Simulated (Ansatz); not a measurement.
# One shape, several levels: [SiH3]+ (SMILES [SiH3+])

Aim: a comparison of 6 runs (B3LYP/6-31G*, r2SCAN/aug-cc-pVTZ, wB97M-V/aug-cc-pVTZ, wB97X/aug-cc-pVTZ, MP2/aug-cc-pVTZ, CCSD(T)/aug-cc-pVTZ) of [SiH3]+. 

Program for the calculation: Ansatz 0.2.0.

1 further run of the same task is left out (it didn't finish).

### Step 1. Starting point

[SiH3]+ has 4 atoms, charge +1, and is taken as a singlet. As SMILES, `[SiH3+]`. The Si1–H2 distance was set to 3.238 Å, away from the relaxed value. At this shape a bond of the SMILES string is far longer than usual.

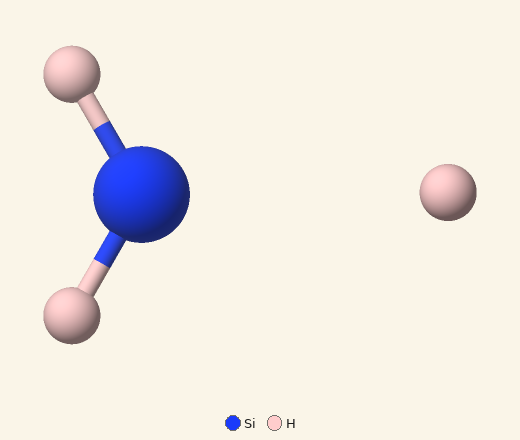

The structure, seen from a chosen angle (silicon blue, hydrogen pink).

### Step 2. A single-point energy at B3LYP/6-31G(d) (spherical functions) (run 1)

run.yaml reads:

```yaml
crystal:
  periodic: [false, false, false]
  atoms:
    - {symbol: Si, position_ang: [-0.824286, -0.810486, -1.335610]}
    - {symbol: H, position_ang: [0.686900, 0.675400, 1.113000]}
    - {symbol: H, position_ang: [-0.942686, -2.277686, -1.345510]}
    - {symbol: H, position_ang: [-1.392786, -0.018786, -2.438710]}
basis:
  gaussian: {orbitals: 6-31G_st_-spherical.json}
total_charge: 1
hamiltonian: {xc: {name: B3LYP}}
accuracy: high
output: {orbitals: {seedname: orbitals}}
```

The basis set 6-31G* is read from a file made from the Basis Set Exchange's data (not shown).

Launch:

```sh
$ ansatz run run.yaml --threads 1 --pin off --max-ram 3480MiB --events-out events.jsonl --progress --plain --runs-dir runs
```

Log:

```text
Warning: RAYON_NUM_THREADS=1 ignored (pool sized by the plan → 1); use --threads N
Functional definition: B3LYP
  name "B3LYP"
  parameter a0 = 0.2
  parameter ax = 0.72
  parameter ac = 0.81
  exchange = (1 - a0 - ax)*slater_x + ax*b88_x + a0*exact_x
  correlation = (1 - ac)*vwn_rpa_c + ac*lyp_c
442 factors; integrals over basis functions are off by at most 5.1e-9 eV
mean field evaluation 1: about -7907.8975 eV, gradient 1.7e1 eV
mean field evaluation 2: about -7899.6516 eV, gradient 3.2e1 eV
mean field evaluation 4: about -7911.7699 eV, gradient 7.0e0 eV
mean field evaluation 8: about -7912.1338 eV, gradient 5.7e-2 eV
mean field evaluation 16: about -7912.1338 eV, gradient 6.4e-7 eV
mean field -7912.13377938 eV, -290.7655533552 hartree, gradient 1.3e-8 eV, S^2 0.000000; 0 other end points of the search recorded, 0 dependent functions left out
reference -7912.13381321 eV, -290.7655545985 hartree; 8, 8 occupied and 16, 16 virtual orbitals, 442 factors
Total energy: -7912.13381321 eV, -290.7655545985 hartree
```

It took 0.85 s on 1 thread of Arm Neoverse V1, shared host.

### Step 3. A single-point energy at r2SCAN/aug-cc-pVTZ (run 2)

in.yaml reads:

```yaml
crystal:
  periodic: [false, false, false]
  atoms:
    - symbol: Si
      position_ang: [-0.824286, -0.810486, -1.335610]
    - symbol: H
      position_ang: [0.686900, 0.675400, 1.113000]
    - symbol: H
      position_ang: [-0.942686, -2.277686, -1.345510]
    - symbol: H
      position_ang: [-1.392786, -0.018786, -2.438710]
basis:
  gaussian:
    orbitals: aug-cc-pVTZ
total_charge: 1
hamiltonian:
  xc: r2scan
accuracy: high
output: {orbitals: {seedname: orbitals}}
```

Launch:

```sh
$ ansatz run in.yaml --threads 1 --pin off --max-ram 3480MiB --events-out events.jsonl --progress --plain --runs-dir runs
```

Log:

```text
Warning: RAYON_NUM_THREADS=1 ignored (pool sized by the plan → 1); use --threads N
Functional definition: r2SCAN
  name "r2SCAN"
  parameter k0 = 0.174
  parameter k1 = 0.065
  parameter a1 = 4.9479
  exchange = r2scan_x(k0 = k0, k1 = k1, a1 = a1)
  correlation = r2scan_c
1775 factors; integrals over basis functions are off by at most 3.7e-9 eV
mean field evaluation 1: about -7906.3924 eV, gradient 2.1e1 eV
mean field evaluation 2: about -7898.3553 eV, gradient 3.4e1 eV
mean field evaluation 4: about -7906.4354 eV, gradient 2.3e1 eV
mean field evaluation 8: about -7910.1763 eV, gradient 9.2e0 eV
mean field evaluation 16: about -7911.4062 eV, gradient 4.1e-7 eV
mean field -7911.40622775 eV, -290.7388163260 hartree, gradient 9.2e-9 eV, S^2 0.000000; 0 other end points of the search recorded, 0 dependent functions left out
reference -7911.40622902 eV, -290.7388163727 hartree; 8, 8 occupied and 111, 111 virtual orbitals, 1775 factors
Total energy: -7911.40622902 eV, -290.7388163727 hartree
```

Wall time 7.8 s (1 thread of Arm Neoverse V1, shared host); peak memory 0.28 GiB.

Runs 3 to 5 aren't shown in full; the table further down has their settings and results.

### Step 4. A single-point energy at CCSD(T)/aug-cc-pVTZ (run 6)

input.yaml reads:

```yaml
crystal:
  periodic: [false, false, false]
  atoms:
    - {symbol: Si, position_ang: [-0.824286, -0.810486, -1.335610]}
    - {symbol: H, position_ang: [0.686900, 0.675400, 1.113000]}
    - {symbol: H, position_ang: [-0.942686, -2.277686, -1.345510]}
    - {symbol: H, position_ang: [-1.392786, -0.018786, -2.438710]}
basis:
  gaussian:
    orbitals: aug-cc-pVTZ
correlation:
  method: ccsd_t
  frozen_orbitals: {H: 0, Si: 5}
scf:
  omitted_lower_state_checks: [cluster_reference, increment]
accuracy: high
total_charge: 1
```

Launch:

```sh
$ ansatz run input.yaml --threads 1 --pin off --max-ram 3480MiB --events-out events.jsonl --progress --plain --runs-dir runs
```

Log:

```text
Warning: RAYON_NUM_THREADS=1 ignored (pool sized by the plan → 1); use --threads N
[... 12 lines left out ...]
5 core orbitals not correlated: weight in the atoms' cores, before any rotation towards them, 1.000 or more for the frozen orbitals, at most 0.000 for the correlated occupied ones
[... 29 lines left out ...]
WARN: these amplitudes may be one of several solutions (largest doubles amplitude 0.56, level shift 3.35 eV)
Total energy: -7900.81103456 eV, -290.3494501579 hartree
Checks for a lower state left out: cluster_reference, increment
```

Run time: 9.3 s. Hardware: 1 thread of Arm Neoverse V1, shared host; peak memory 0.84 GiB.

### Step 5. Overview of the runs

```csv
run,level,frozen core orbitals,energy (Eh),HOMO energy (eV),LUMO energy (eV),HOMO–LUMO gap (eV),wall time
1,B3LYP/6-31G* (spherical functions),–,-290.765555,-13.38,-11.07,2.32,0.85 s
2,r2SCAN/aug-cc-pVTZ,–,-290.738816,-12.85,-11.45,1.40,7.8 s
3,wB97M-V/aug-cc-pVTZ,–,-290.727345,-15.13,-9.12,6.01,28 s
4,wB97X/aug-cc-pVTZ,–,-290.744781,-15.35,-9.00,6.35,16 s
5,MP2/aug-cc-pVTZ,5,-290.287841,–,–,–,4.5 s
6,CCSD(T)/aug-cc-pVTZ,5,-290.349450,–,–,–,9.3 s
```

### Step 6. Results

| quantity | value |
| --- | --- |
| run 6: total energy | -290.34945 Eh |
| run 6: correlation energy (5 core orbitals frozen) | -195.5 mEh |
| run 6: (T) correction | -10.19 mEh |
| run 6: T1 diagnostic | 0.060 |

Over runs 1, 2, 3, 4 the HOMO–LUMO gap runs from 1.40 eV (r2SCAN/aug-cc-pVTZ) to 6.35 eV (wB97X/aug-cc-pVTZ). Totals of different functionals can't be ranked against each other. In run 6 the T1 diagnostic is large, so a single reference may not serve. In runs 5, 6 the log says that unrestricted orbitals would lower the reference, so the values rest on an unstable closed-shell determinant (other closed-shell runs at this shape may share the fault). All runs together took 67 s, the longest 28 s.
